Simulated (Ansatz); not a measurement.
System: ZrAgAs.

```xyz
12
Lattice="3.9078 0.0000 0.0000 0.0000 3.9078 0.0000 0.0000 0.0000 15.2509" Properties=species:S:1:pos:R:3 pbc="T T T"
Zr    0.0000    0.0000    4.8951
Zr    1.9539    1.9539   12.5206
Zr    0.0000    0.0000   10.3558
Zr    1.9539    1.9539    2.7304
Ag    0.0000    1.9539    0.0000
Ag    1.9539    0.0000    7.6255
Ag    1.9539    0.0000    0.0000
Ag    0.0000    1.9539    7.6255
As    0.0000    0.0000    1.9870
As    1.9539    1.9539    9.6125
As    0.0000    0.0000   13.2639
As    1.9539    1.9539    5.6384
```

Space group I4/mmm; built by placing these elements on a known structure type; not relaxed (largest force 1.6 eV/Å); computed pressure about −4 GPa in this cell.

Level of theory: Ansatz, DFT, PAW plane waves, r2SCAN.

**What can the converged electron localisation function tell about the bonding?**

Ag–As (2.79 Å): the ELF is about 0.25 at the midpoint.
Zr–As (2.91 Å): the ELF is about 0.30 at the midpoint.

**What Bader charges does the calculation give?**

Electrons move from Zr towards As. Bader charges: Zr +1.44, Ag −0.06 and As −1.38 e.

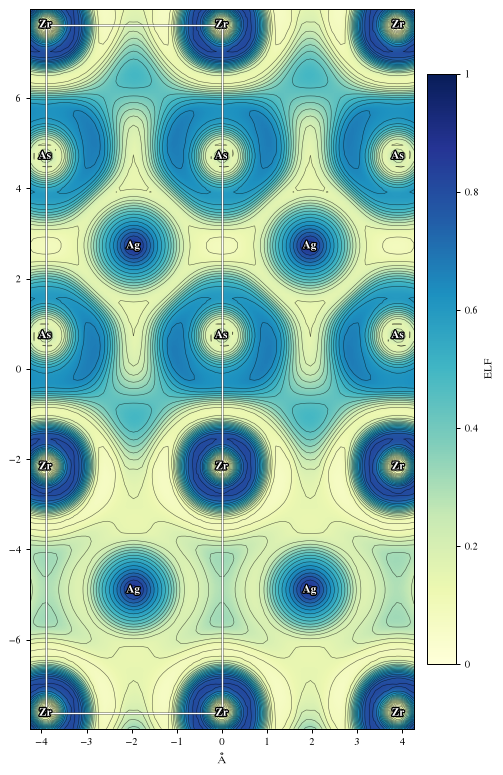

Computed electron localisation function on the (100) plane of the conventional cell. 

In a PAW calculation such maps are meaningful between the atoms, not at the nuclei.
